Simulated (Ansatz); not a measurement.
# Mn2InAg4Sn: relaxing a made-up structure

Starting from a made-up structure for Mn2InAg4Sn, the aim is the relaxed cell, its shortest contacts and, where a second run follows, its electronic structure.

Main program and level: Ansatz 0.2.0; DFT, PBEsol, plane-wave PAW, files of the set soft_1, scalar-relativistic, ferromagnetic start, cell and ions relaxed at zero pressure; PAW set soft_1, in the first sound run; inputs show where later runs differ.

**1. Set-up**

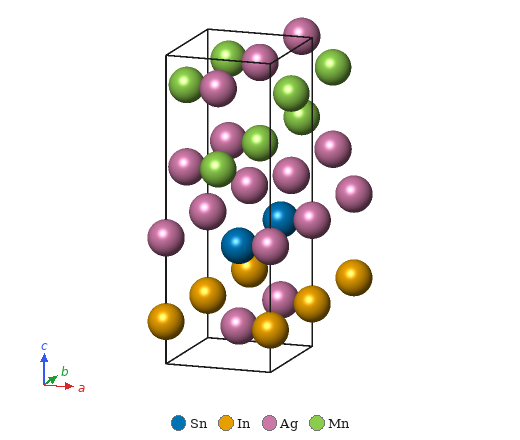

The cell as given, slightly off an axis (tin blue, indium orange, silver pink, manganese green). 1×2×1 cells are drawn. Some periodic images of atoms are drawn too.

**2. Relaxing cell and atoms**

The guessed cell has no reason to be at equilibrium. It is relaxed with the atoms, within the space group of the guess.

The input, input.yaml:

```yaml
crystal:
  lattice:
    - [3.637, 0.0, 0.0]
    - [0.0, 4.019, 0.0]
    - [0.0, 0.0, 10.377]
  atoms:
    - { symbol: Sn, position: [0.5, 0.5, 0.3543] }
    - { symbol: In, position: [0.0, 0.0, 0.1371] }
    - { symbol: Ag, position: [0.5, 0.0, 0.906] }
    - { symbol: Ag, position: [0.0, 0.0, 0.4085] }
    - { symbol: Ag, position: [0.0, 0.5, 0.5961] }
    - { symbol: Ag, position: [0.5, 0.5, 0.0941] }
    - { symbol: Mn, position: [0.5, 0.0, 0.6444], spin: 4.0 }
    - { symbol: Mn, position: [0.0, 0.5, 0.8616], spin: 4.0 }
magnetization:
  spin_polarized: true
kpoints:
  mp_grid: { grid: [7, 7, 3] }
scf:
  occupations: { method: fermi_dirac, width: 0.05 }
hamiltonian:
  xc: pbesol
  pseudopotentials: { kind: paw, azcp: { folder: soft_1 }, xc_functional: pbe }
relax:
  f_tol: 0.015
  max_steps: 70
  cell: {}
output:
  forces: true
  stress: true
```

Run with:

```console
> ansatz run input.yaml --threads 4 --pin off --max-ram 10240MiB --backend cpu --events-out ev --progress --plain --runs-dir out
```

Numbers of over 12 decimals in the logs are rounded to 6 here.

Output:

```text
Engine: ansatz 0.2.0, aarch64-unknown-linux-gnu
Pseudopotentials: kind: paw
Pseudopotential: Sn, paw, valence charge 14, recommended cutoff 420 eV (normal), soft_1/Sn.paw.azcp
Pseudopotential: In, paw, valence charge 13, recommended cutoff 420 eV (normal), soft_1/In.paw.azcp
Pseudopotential: Ag, paw, valence charge 19, recommended cutoff 420 eV (normal), soft_1/Ag.paw.azcp
Pseudopotential: Mn, paw, valence charge 15, recommended cutoff 420 eV (normal), soft_1/Mn.paw.azcp
Functional definition: PBEsol
  exchange = pbesol_x
  correlation = pbesol_c
Crystal: 8 atoms, lattice volume = 151.682 Å³
Basis set: ecut = 420 eV, 2935 PW (Γ), exchange–correlation on 50×54×144 points (8 copies of the dense FFT grid, shifted against one another)
Bands: 85, of which v1, the nominal top of the filled ones, is band 67 counted from 1 (66 counted from 0)
Symmetry: 4 space group operations
Space group: Pmm2 (ITA 25), of the structure as read, at distance tolerance 5.3e-5 Å
Magnetic group: BNS 25.57 (UNI 155), of the structure as read, at distance tolerance 5.3e-5 Å
k-points: 32 of 147 (time reversal used)
Non-local potential: Sn, projectors of the file, l = 0: 2, l = 1: 2, l = 2: 2, l = 3: 1
Non-local potential: In, projectors of the file, l = 0: 2, l = 1: 2, l = 2: 2, l = 3: 1
Non-local potential: Ag, projectors of the file, l = 0: 3, l = 1: 2, l = 2: 2, l = 3: 1
Non-local potential: Mn, projectors of the file, l = 0: 3, l = 1: 2, l = 2: 3, l = 3: 1
PAW form: soft (Blöchl's): semilocal exchange-correlation on the pseudo side does not see the compensation charge
PAW frozen core: Sn, regenerated for the run's functional, and the local potential with it (the file was generated under x = pbe(κ = 0.804, μ = 0.219515), c = pbe(β = 0.066725))
PAW frozen core: In, regenerated for the run's functional, and the local potential with it (the file was generated under x = pbe(κ = 0.804, μ = 0.219515), c = pbe(β = 0.066725))
PAW frozen core: Ag, regenerated for the run's functional, and the local potential with it (the file was generated under x = pbe(κ = 0.804, μ = 0.219515), c = pbe(β = 0.066725))
PAW frozen core: Mn, regenerated for the run's functional, and the local potential with it (the file was generated under x = pbe(κ = 0.804, μ = 0.219515), c = pbe(β = 0.066725))
PAW one-centre angular grid: Sn, 590 points (default); XC on 64 Gauss nodes
PAW one-centre angular grid: In, 590 points (default); XC on 64 Gauss nodes
PAW one-centre angular grid: Ag, 590 points (default); XC on 64 Gauss nodes
PAW one-centre angular grid: Mn, 590 points (default); XC on 64 Gauss nodes
Initial density: superposition of atomic densities (chi_scale 0.1, normalization cell)
Starting moments: Σ|m| = 8 μB on 2 of 8 sites
Initial wavefunctions: pseudopotential atomic-orbital guess
Functional: x = pbesol(κ = 0.804, μ = 0.123457), c = pbesol(β = 0.046)
SCF iter   1: F=—  HF=-49300.954596 eV  |F-HF|=—  |Δ(HF+E_count)|=         —  Δρ=4.61e-2 (↑4.47e-2 ↓4.61e-2)  dr2=1.47e1  dr2_m=2.28e-1  M=8.289 μB ∫|m|=8.598 μB  β_m=0.30  ethr=3.10e-3  ⟨swp⟩=6.0  Hψ=19124  notcnv=0  defer=18
Mixer restart at iter 1: flushing history
preconditioner: auto → Kerker (q_TF=auto, 2.669 Å⁻¹)  [metal: Δε(μ)=0.004 eV  Ē_g=11.180 eV  σ=0.050 eV  W_gap=0.02  n_scr=56 (ndim 8)  ℏωp=27.8 eV  f_vac=0.000  D(μ)=3.79/eV (n_scr^D=26)]
spin=Collinear: Kerker preconditioning applied to the charge; magnetization (m = ρ↑ − ρ↓) channel mixes plain (no charge-response kernel on spin).
SCF iter   2: F=—  HF=-49299.503736 eV  |F-HF|=—  |Δ(HF+E_count)|=    1.45e0  Δρ=2.26e-2 (↑2.26e-2 ↓2.24e-2)  dr2=4.04e0  dr2_m=1.09e-1  M=8.276 μB ∫|m|=8.638 μB  β_m=0.44  ethr=3.10e-3  ⟨swp⟩=2.0  Hψ=8598  notcnv=0  defer=524
SCF iter   3: F=—  HF=-49299.152810 eV  |F-HF|=—  |Δ(HF+E_count)|=   3.51e-1  Δρ=9.43e-3 (↑9.43e-3 ↓6.83e-3)  dr2=6.39e-1  dr2_m=2.45e-2  M=8.290 μB ∫|m|=8.732 μB  β_m=0.68  ethr=3.03e-3  ⟨swp⟩=2.1  Hψ=7759  notcnv=0  defer=521
SCF iter   4: F=—  HF=-49299.117561 eV  |F-HF|=—  |Δ(HF+E_count)|=   3.52e-2  Δρ=5.36e-3 (↑5.36e-3 ↓4.22e-3)  dr2=1.01e-1  dr2_m=1.21e-3  M=8.370 μB ∫|m|=8.857 μB  β_m=0.59  ethr=4.81e-4  ⟨swp⟩=2.3  Hψ=7599  notcnv=0  defer=518
SCF iter   5: F=—  HF=-49299.128244 eV  |F-HF|=—  |Δ(HF+E_count)|=         —  Δρ=2.56e-3 (↑1.27e-3 ↓2.56e-3)  dr2=1.86e-2  dr2_m=2.71e-3  M=8.406 μB ∫|m|=8.898 μB  β_m=0.59  ethr=7.57e-5  ⟨swp⟩=2.0  Hψ=9307  notcnv=0  defer=526
SCF iter   6: F=—  HF=-49299.134828 eV  |F-HF|=—  |Δ(HF+E_count)|=   6.58e-3  Δρ=1.83e-3 (↑4.92e-4 ↓1.83e-3)  dr2=5.71e-3  dr2_m=1.40e-3  M=8.425 μB ∫|m|=8.919 μB  β_m=0.75  ethr=1.40e-5  ⟨swp⟩=2.0  Hψ=6353  notcnv=0  defer=526
SCF iter   7: F=—  HF=-49299.137242 eV  |F-HF|=—  |Δ(HF+E_count)|=   2.41e-3  Δρ=3.11e-4 (↑3.11e-4 ↓2.97e-4)  dr2=9.73e-4  dr2_m=7.10e-7  M=8.441 μB ∫|m|=8.938 μB  β_m=0.76  ethr=4.29e-6  ⟨swp⟩=2.1  Hψ=7342  notcnv=0  defer=526
SCF iter   8: F=—  HF=-49299.137228 eV  |F-HF|=—  |Δ(HF+E_count)|=   1.43e-5  Δρ=1.15e-4 (↑1.15e-4 ↓1.15e-4)  dr2=7.10e-5  dr2_m=3.24e-7  M=8.436 μB ∫|m|=8.933 μB  β_m=0.88  ethr=7.32e-7  ⟨swp⟩=2.0  Hψ=9169  notcnv=0  defer=526
SCF iter   9: F=—  HF=-49299.137241 eV  |F-HF|=—  |Δ(HF+E_count)|=   1.32e-5  Δρ=7.47e-5 (↑7.47e-5 ↓6.68e-5)  dr2=4.04e-5  dr2_m=1.02e-7  M=8.436 μB ∫|m|=8.932 μB  β_m=0.82  ethr=5.34e-8  ⟨swp⟩=2.0  Hψ=9282  notcnv=0  defer=526
SCF iter  10: F=—  HF=-49299.137237 eV  |F-HF|=—  |Δ(HF+E_count)|=   3.72e-6  Δρ=2.82e-5 (↑2.82e-5 ↓2.64e-5)  dr2=6.11e-6  dr2_m=1.31e-7  M=8.436 μB ∫|m|=8.932 μB  β_m=0.88  ethr=3.04e-8  ⟨swp⟩=2.0  Hψ=8457  notcnv=0  defer=526
SCF iter  11: F=—  HF=-49312.069135 eV  |F-HF|=—  |Δ(HF+E_count)|=         —  Δρ=2.40e-1 (↑2.40e-1 ↓2.29e-1)  dr2=2.05e-1  dr2_m=7.67e1  M=0.538 μB ∫|m|=8.342 μB  β_m=1.00  ethr=4.60e-9  ⟨swp⟩=2.0  Hψ=8531  notcnv=0  defer=526
Mixer restart at iter 11: flushing history
SCF iter  12: F=—  HF=-49299.374381 eV  |F-HF|=—  |Δ(HF+E_count)|=    1.27e1  Δρ=3.23e-2 (↑2.89e-3 ↓3.23e-2)  dr2=1.24e0  dr2_m=3.98e-1  M=0.274 μB ∫|m|=8.797 μB  β_m=0.88  ethr=3.76e-5  ⟨swp⟩=3.6  Hψ=12766  notcnv=0  defer=526
SCF iter  13: F=—  HF=-49299.323459 eV  |F-HF|=—  |Δ(HF+E_count)|=   5.09e-2  Δρ=2.10e-2 (↑1.53e-2 ↓2.10e-2)  dr2=1.56e0  dr2_m=1.92e-2  M=0.070 μB ∫|m|=8.877 μB  β_m=0.69  ethr=3.76e-5  ⟨swp⟩=3.5  Hψ=15698  notcnv=0  defer=518
SCF iter  14: F=—  HF=-49299.043970 eV  |F-HF|=—  |Δ(HF+E_count)|=   2.79e-1  Δρ=5.83e-3 (↑5.14e-3 ↓5.83e-3)  dr2=1.27e-2  dr2_m=4.12e-2  M=0.066 μB ∫|m|=8.924 μB  β_m=0.84  ethr=3.76e-5  ⟨swp⟩=3.2  Hψ=15382  notcnv=0  defer=533
[...]
preconditioner: auto → Kerker (q_TF=auto, 2.435 Å⁻¹)  [metal: Δε(μ)=0.003 eV  Ē_g=11.966 eV  σ=0.050 eV  W_gap=0.01  n_scr=32 (ndim 8)  ℏωp=28.2 eV  f_vac=0.000  D(μ)=4.31/eV (n_scr^D=26)]
spin=Collinear: Kerker preconditioning applied to the charge; magnetization (m = ρ↑ − ρ↓) channel mixes plain (no charge-response kernel on spin).
SCF iter   2: F=—  HF=-49299.850378 eV  |F-HF|=—  |Δ(HF+E_count)|=   1.04e-5  Δρ=4.19e-6 (↑4.19e-6 ↓4.13e-6)  dr2=8.16e-9  dr2_m=1.06e-9  M=8.397 μB ∫|m|=8.793 μB  β_m=0.65  ethr=1.95e-11  ⟨swp⟩=3.0  Hψ=10983  notcnv=0
SCF iter   3: F=—  HF=-49312.447417 eV  |F-HF|=—  |Δ(HF+E_count)|=         —  Δρ=2.40e-1 (↑2.40e-1 ↓2.29e-1)  dr2=1.92e-1  dr2_m=7.44e1  M=0.437 μB ∫|m|=8.179 μB  β_m=1.00  ethr=6.14e-12  ⟨swp⟩=2.0  Hψ=8419  notcnv=0
Mixer restart at iter 3: flushing history
SCF iter   4: F=—  HF=-49300.170138 eV  |F-HF|=—  |Δ(HF+E_count)|=    1.23e1  Δρ=3.30e-2 (↑1.01e-2 ↓3.30e-2)  dr2=5.56e-1  dr2_m=6.09e-1  M=-0.022 μB ∫|m|=8.757 μB  β_m=0.65  ethr=3.76e-5  ⟨swp⟩=4.2  Hψ=14961  notcnv=0  defer=72
SCF iter   5: F=—  HF=-49299.850070 eV  |F-HF|=—  |Δ(HF+E_count)|=   3.20e-1  Δρ=5.01e-3 (↑5.01e-3 ↓3.48e-3)  dr2=4.85e-2  dr2_m=3.08e-3  M=0.074 μB ∫|m|=8.688 μB  β_m=0.62  ethr=3.76e-5  ⟨swp⟩=3.0  Hψ=15440  notcnv=0  defer=522
SCF iter   6: F=—  HF=-49299.826520 eV  |F-HF|=—  |Δ(HF+E_count)|=   2.35e-2  Δρ=4.42e-3 (↑2.65e-3 ↓4.42e-3)  dr2=7.15e-3  dr2_m=1.66e-2  M=0.019 μB ∫|m|=8.750 μB  β_m=0.75  ethr=3.65e-5  ⟨swp⟩=2.1  Hψ=10591  notcnv=0  defer=520
SCF iter   7: F=—  HF=-49299.825383 eV  |F-HF|=—  |Δ(HF+E_count)|=   1.14e-3  Δρ=1.51e-3 (↑1.51e-3 ↓1.43e-3)  dr2=3.19e-3  dr2_m=2.85e-3  M=0.005 μB ∫|m|=8.765 μB  β_m=0.88  ethr=5.38e-6  ⟨swp⟩=2.0  Hψ=7966  notcnv=0  defer=521
SCF iter   8: F=—  HF=-49299.826963 eV  |F-HF|=—  |Δ(HF+E_count)|=   1.58e-3  Δρ=6.63e-4 (↑6.63e-4 ↓6.14e-4)  dr2=1.54e-3  dr2_m=4.74e-4  M=-0.022 μB ∫|m|=8.785 μB  β_m=0.94  ethr=2.40e-6  ⟨swp⟩=1.8  Hψ=7007  notcnv=0  defer=520
SCF iter   9: F=—  HF=-49299.826866 eV  |F-HF|=—  |Δ(HF+E_count)|=         —  Δρ=4.81e-4 (↑4.81e-4 ↓2.14e-4)  dr2=5.63e-4  dr2_m=6.94e-5  M=-0.030 μB ∫|m|=8.784 μB  ethr=1.16e-6  ⟨swp⟩=2.0  Hψ=9623  notcnv=0  defer=520
Mixer restart at iter 9: flushing history
SCF iter  10: F=—  HF=-49299.850378 eV  |F-HF|=—  |Δ(HF+E_count)|=         —  Δρ=1.57e-6 (↑4.86e-7 ↓1.57e-6)  dr2=1.40e-8  dr2_m=1.05e-9  M=8.398 μB ∫|m|=8.793 μB  β_m=0.94  ethr=6.14e-12  ⟨swp⟩=3.0  Hψ=13806  notcnv=0
SCF iter  11: F=—  HF=-49299.850378 eV  |F-HF|=—  |Δ(HF+E_count)|=   2.08e-9  Δρ=9.36e-7 (↑9.36e-7 ↓3.47e-7)  dr2=1.79e-9  dr2_m=1.96e-10  M=8.398 μB ∫|m|=8.793 μB  β_m=0.96  ethr=6.14e-12  ⟨swp⟩=2.1  Hψ=8926  notcnv=0
SCF iter  12: F=—  HF=-49299.850378 eV  |F-HF|=—  |Δ(HF+E_count)|=   1.49e-8  Δρ=7.98e-7 (↑7.98e-7 ↓3.05e-7)  dr2=4.26e-10  dr2_m=3.32e-10  M=8.398 μB ∫|m|=8.793 μB  β_m=0.74  ethr=1.34e-12  ⟨swp⟩=2.0  Hψ=9485  notcnv=0
SCF iter  13: F=—  HF=-49299.850378 eV  |F-HF|=—  |Δ(HF+E_count)|=  5.75e-10  Δρ=2.38e-7 (↑4.90e-8 ↓2.38e-7)  dr2=9.15e-11  dr2_m=1.84e-11  M=8.398 μB ∫|m|=8.793 μB  β_m=0.87  ethr=1.00e-12  ⟨swp⟩=2.0  Hψ=9396  notcnv=0
SCF iter  14: F=—  HF=-49299.850378 eV  |F-HF|=—  |Δ(HF+E_count)|=  3.27e-10  Δρ=1.71e-7 (↑4.29e-8 ↓1.71e-7)  dr2=1.30e-10  dr2_m=8.61e-12  M=8.398 μB ∫|m|=8.793 μB  β_m=0.86  ethr=1.00e-12  ⟨swp⟩=1.4  Hψ=5565  notcnv=0
SCF iter  15: F=—  HF=-49299.850378 eV  |F-HF|=—  |Δ(HF+E_count)|=  5.82e-11  Δρ=1.04e-7 (↑2.83e-8 ↓1.04e-7)  dr2=6.14e-11  dr2_m=2.19e-12  M=8.398 μB ∫|m|=8.793 μB  β_m=0.93  ethr=1.00e-12  ⟨swp⟩=1.0  Hψ=5440  notcnv=0
SCF iter  16: F=—  HF=-49299.850378 eV  |F-HF|=—  |Δ(HF+E_count)|=  2.91e-11  Δρ=3.14e-8 (↑1.18e-8 ↓3.14e-8)  dr2=7.02e-12  dr2_m=1.82e-13  M=8.398 μB ∫|m|=8.793 μB  β_m=0.97  ethr=1.00e-12  ⟨swp⟩=1.0  Hψ=5440  notcnv=0
SCF iter  17: F=-49299.850378 eV  HF=-49299.850378 eV  |F-HF|=2.91e-11  |Δ(HF+E_count)|=  1.46e-11  Δρ=6.08e-8 (↑2.63e-8 ↓6.08e-8)  dr2=2.42e-11  dr2_m=4.74e-13  M=8.398 μB ∫|m|=8.793 μB  ethr=1.00e-12  ⟨swp⟩=2.0  Hψ=14464  notcnv=0
SCF 13 converged in 17 iterations: F = -49299.850378 eV  dr2 = 2.42e-11
relax step  13: F+E_penalty+E_count = -49299.85037834 eV  Δ(F+E_penalty+E_count) = -6.096e-5 eV  max|allowed force component| = 4.618e-3 eV/Å  Δτ_max = 0.0000 Å  P = +0.010 GPa  Ω = 147.766 Å³  stress off target by 3.71e-2 GPa  SCF on the basis re-selected at this cell (its energy is not comparable with the rows above)  (17 SCF iters)
basis re-selected at this cell: Δ(F+E_penalty+E_count) = -6.096e-5 eV, ΔP = -0.001 GPa vs the last step (what re-selecting the basis moved, of the pressure what is left beyond the Pulay correction that the steps carried, after the strain that the cell walked since its last selection, with what the two solves' SCF thresholds leave and, on support functions, any second-order correction that the steps lacked; it is no m [...]
SCF converged after 17 iterations
Magnetization: 8.3975 μB (70.6988 up, 62.3012 down)
Absolute magnetization: 8.8009 μB (∫|ρ↑−ρ↓|, with the PAW one-centre terms)
Spin contamination: 0.3797 ħ² per cell (⟨S²⟩ above its minimum at these occupations)
Per-site moments (μB) at R_I (Å): [(0.00710314, 1.194407), (0.00550435, 1.187600), (0.071414, 1.074709), (0.00901214, 1.151647), (0.068427, 1.072740), (0.014448, 1.149285), (3.896357, 1.074709), (3.901642, 1.072740)]
Free energy (F): -49299.850378 eV
Harris-Foulkes:  -49299.850378 eV  (|F-HF|=2.91e-11)
Internal energy: -49299.815878 eV  (E = F + TS)
E sigma→0 (E₀):  -49299.833128 eV
Entropy (-TS):   -0.034500 eV (-4.313 meV/atom)
Fermi energy:    14.835029 eV
--- Per-component energies (eV) ---
  E_band       = -1638.745861
  E_kinetic    = 2883.053241
  E_local      = -16251.532350  (includes V_loc(G=0)·N_el)
  E_nonlocal   = 1542.426258
  E_hartree    = 7368.206073
  E_xc         = -1113.682679
  E_vxc        = -1249.460007  (∫ρ·V_xc dr)
  E_paw        = -26582.290294  (= ΣΔE_a)
  E_vpaw       = -3299.646958  (= ΣTr[D̂ρ^β])
  E_aug_tail   = 0.002092  (compensation charges beyond the density's cutoff)
  E_ewald      = -17148.149224
  E_core_change = 2.151005  (= ΣΔE_core)
  E_smearing   = -0.034500  (= −TS)
  E_closure    = 0.000000  (closes the sum)
  Σ components = -49299.850378   (vs F -49299.850378, Δ=0.00e0)
--- Forces (eV/Å), atoms counted from 1 ---
  atom   1  Sn     0.00000000     0.00000000     0.00043867
  atom   2  In     0.00000000     0.00000000    -0.00283675
  atom   3  Ag     0.00000000     0.00000000     0.00097495
  atom   4  Ag     0.00000000     0.00000000    -0.00209224
  atom   5  Ag     0.00000000     0.00000000    -0.00005999
  atom   6  Ag     0.00000000     0.00000000     0.00461755
  atom   7  Mn     0.00000000     0.00000000     0.00038586
  atom   8  Mn     0.00000000     0.00000000    -0.00142799
  max |Σ_I F_I| component: 7.67e-8 eV/Å
--- Stress (GPa, compression-positive) ---
       -0.001363       0.000000       0.000000
        0.000000       0.037109       0.000000
        0.000000       0.000000      -0.004600
  P = ⅓ Tr σ = 0.0104 GPa (0.104 kbar)
--- Relaxed structure (11 steps of the walk, 10 accepted, 2 SCFs on fresh bases) ---
  F+E_penalty+E_count = -49299.85037834 eV   max|allowed force component| = 4.618e-3 eV/Å   (the final SCF, on the basis selected at the relaxed cell)
  cell:  # Å, volume = 147.7660 Å³
    - [3.112928, 0.0, 0.0]
    - [0.0, 4.465734, 0.0]
    - [0.0, 0.0, 10.629495]
  atoms:
    - { symbol: Sn, position: [0.5, 0.5, 0.343983] }
    - { symbol: In, position: [0.0, 0.0, 0.152714] }
    - { symbol: Ag, position: [0.5, 0.0, 0.907662] }
    - { symbol: Ag, position: [0.0, 0.0, 0.436917] }
    - { symbol: Ag, position: [0.0, 0.5, 0.594588] }
    - { symbol: Ag, position: [0.5, 0.5, 0.064434] }
    - { symbol: Mn, position: [0.5, 0.0, 0.662556] }
    - { symbol: Mn, position: [0.0, 0.5, 0.839245] }
```

Elapsed: 7.8 min, on 4 threads of Arm Neoverse V1, shared host; peak memory 1.2 GiB; 31 min of CPU time.

Relaxation path:

```tsv
step	energy less that of the first step (eV)	largest force component (eV/Å)	pressure (GPa)	volume (Å³)
1	0.0000	0.8772	1.11	151.68
2	-0.2642	0.3196	-0.59	153.33
3	-0.4637	0.2932	0.25	149.86
4	-0.6580	0.1082	0.45	147.85
5	-0.6864	0.1520	1.20	145.20
6	-0.6650	0.1232	-2.09	151.42
7	-0.7042	0.0148	0.17	147.28
8	-0.7050	0.0080	-0.15	147.90
9	-0.7055	0.0057	-0.06	147.89
10	-0.7056	0.0025	0.00	147.77
11*	-0.7127	0.0032	0.06	147.77
12	-0.7131	0.0047	0.01	147.77
13*	-0.7131	0.0046	0.01	147.77
```

Relaxation steps marked * repeat the geometry before them on a plane-wave basis chosen anew for their cell, so energy and pressure can jump there. Relaxation step 6 was tried and not accepted.

Forces are held to the 4 operations that the run works with; a distortion that breaks them can't arise in this run.

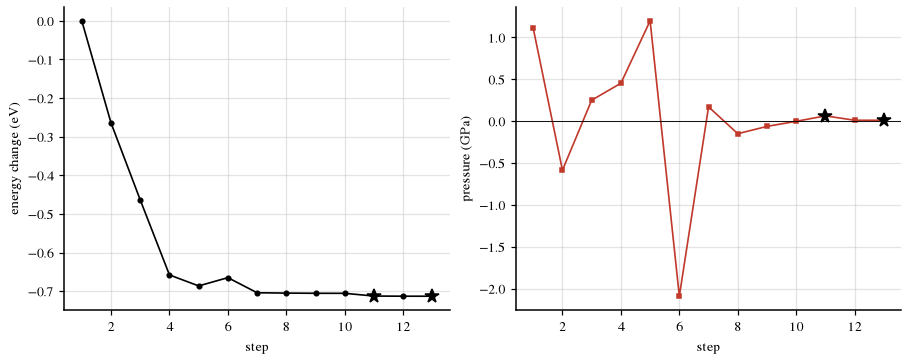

Energy and pressure along the relaxation. Stars mark steps on a basis chosen anew.

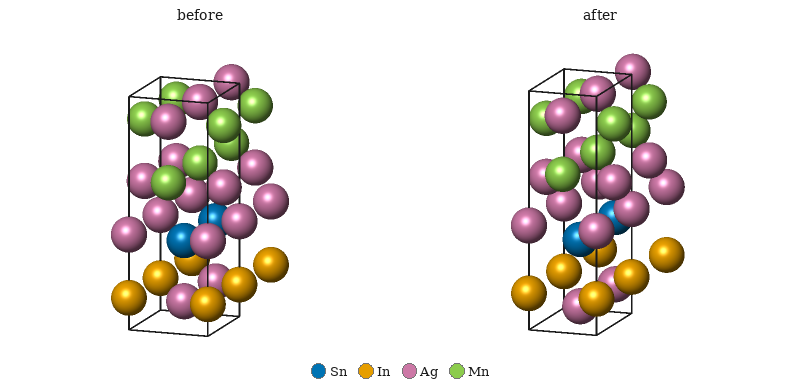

The structure before and after the relaxation, drawn at the same scale.

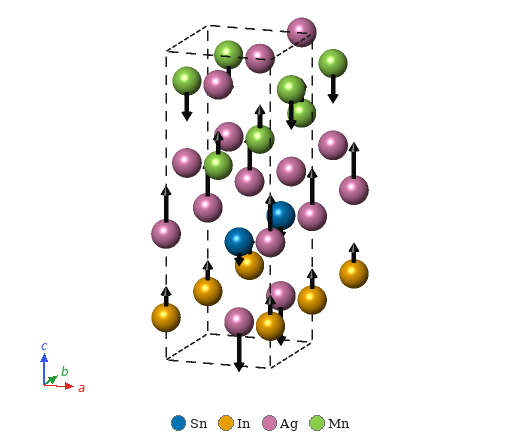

Displacements in the relaxation, exaggerated, measured against the changing cell; the longest in the cell stands for 0.32 Å. 1×2×1 cells are drawn. Some periodic images of atoms are drawn too.

```tsv
cell as run	before	after	change
a (Å)	3.637	3.113	-14.4 %
b (Å)	4.019	4.466	+11.1 %
c (Å)	10.377	10.629	+2.4 %
volume (Å³/atom)	18.96	18.47	-2.6 %
```

The atoms that moved most (Å, as changes of fractional coordinates times the final cell):

```tsv
atom	dx	dy	dz	length
Ag6	0.000	0.000	-0.315	0.315
Ag4	0.000	0.000	0.302	0.302
Mn8	0.000	0.000	-0.238	0.238
Mn7	0.000	0.000	0.193	0.193
In2	0.000	0.000	0.166	0.166
Sn1	0.000	0.000	-0.110	0.110
Ag3	0.000	0.000	0.018	0.018
Ag5	0.000	0.000	-0.016	0.016
```

Final coordinates:

```cif
data_structure
_symmetry_space_group_name_H-M 'P 1'
_symmetry_Int_Tables_number 1
_cell_length_a 3.1129
_cell_length_b 4.4657
_cell_length_c 10.6295
_cell_angle_alpha 90.000
_cell_angle_beta 90.000
_cell_angle_gamma 90.000
_cell_volume 147.77
loop_
_atom_site_label
_atom_site_type_symbol
_atom_site_fract_x
_atom_site_fract_y
_atom_site_fract_z
_atom_site_occupancy
Sn1 Sn 0.50000 0.50000 0.34398 1
In2 In 0.00000 0.00000 0.15271 1
Ag3 Ag 0.50000 0.00000 0.90766 1
Ag4 Ag 0.00000 0.00000 0.43692 1
Ag5 Ag 0.00000 0.50000 0.59459 1
Ag6 Ag 0.50000 0.50000 0.06443 1
Mn7 Mn 0.50000 0.00000 0.66256 1
Mn8 Mn 0.00000 0.50000 0.83925 1
```

This step gave:

```yaml
free_energy: -49299.8504 eV
energy_at_zero_smearing: -49299.8331 eV
smearing_term_ts: 0.03450 eV
fermi_energy: 14.84 eV
magnetization: 8.398 μB
absolute_magnetization: 8.801 μB
site_moments: 0.007103, 0.005504, 0.07141, 0.009012, 0.06843, 0.01445, 3.896, 3.902 μB
electrons: 133
symmetry_operations: 4
pressure: 0.01038 GPa
```

[end of part 1 of 2]

[Logs are printed without paths, hosts, clocks, repeated set-up lines and the standing remarks that a program may print on its own settings, such as how far it seeks lower states.]

[Hosts, paths, dates, database ids (printed as entryN), source tags and the programs' standing remarks are cut or masked in the printed files.]
